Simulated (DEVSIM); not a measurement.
System: Al/SiO2/n-Si capacitor, at 300 K.

```tsv
layer (left to right)	material	thickness (nm)	Nd (cm⁻³)
1	SiO2	8.40	-
2	Si	2700	4.4e16
```

Metal gate on the left, work function 4.1 eV. Fixed charge at the semiconductor interface -5.8e11 cm⁻² (in units of +e); no interface traps.

This is a model device: material constants are rounded textbook-type values typed into the input, and sizes, dopings and lifetimes were drawn at random. Values at 300 K.

| parameter | SiO2 | Si |
|---|---|---|
| gap (eV) | 9 | 1.124 |
| affinity (eV) | 0.9 | 4.05 |
| permittivity | 3.9 | 11.7 |
| Nc (cm⁻³) | - | 2.86e19 |
| Nv (cm⁻³) | - | 3.1e19 |

Simulated with DEVSIM: 1D Poisson equation in equilibrium, Boltzmann statistics, complete ionisation; no quantum confinement or tunnelling. Metal contacts follow the ideal Schottky-Mott rule: no Fermi-level pinning, no interface dipoles.

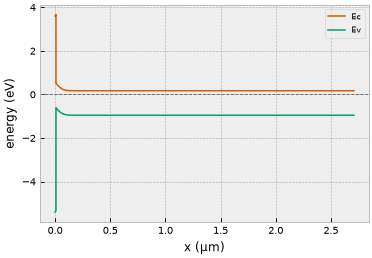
Figure: Band edges at -0.4 V on the gate

Energies count from the Fermi level of the right contact; mesh points crowd at the junctions.

```tsv
x (μm)	Ec (eV)	Ev (eV)	n (cm⁻³)	p (cm⁻³)	field (V/cm)
0.000	3.600	-5.400	< 1e2	< 1e2	72000
0.001218	3.609	-5.391	< 1e2	< 1e2	72000
0.003350	3.624	-5.376	< 1e2	< 1e2	72000
0.005981	3.643	-5.357	< 1e2	< 1e2	72000
0.008122	3.659	-5.341	< 1e2	< 1e2	72000
0.009235	0.505	-0.619	9.4e10	1.2e9	-65000
0.01145	0.491	-0.633	1.6e11	7.1e8	-64000
0.01926	0.443	-0.681	1.0e12	1.1e8	-58000
0.03256	0.372	-0.752	1.6e13	7100000	-49000
0.06243	0.255	-0.869	1.5e15	77000	-29000
0.1275	0.173	-0.951	3.6e16	3200	-2600
0.3395	0.167	-0.957	4.4e16	2600	≈ 0
0.7314	0.167	-0.957	4.4e16	2600	≈ 0
1.530	0.167	-0.957	4.4e16	2600	≈ 0
2.282	0.167	-0.957	4.4e16	2600	≈ 0
2.514	0.167	-0.957	4.4e16	2600	≈ 0
2.620	0.167	-0.957	4.4e16	2600	≈ 0
2.668	0.167	-0.957	4.4e16	2600	≈ 0
2.695	0.167	-0.957	4.4e16	2600	≈ 0
2.703	0.167	-0.957	4.4e16	2600	≈ 0
2.706	0.167	-0.957	4.4e16	2600	≈ 0
2.708	0.167	-0.957	4.4e16	2600	≈ 0
```
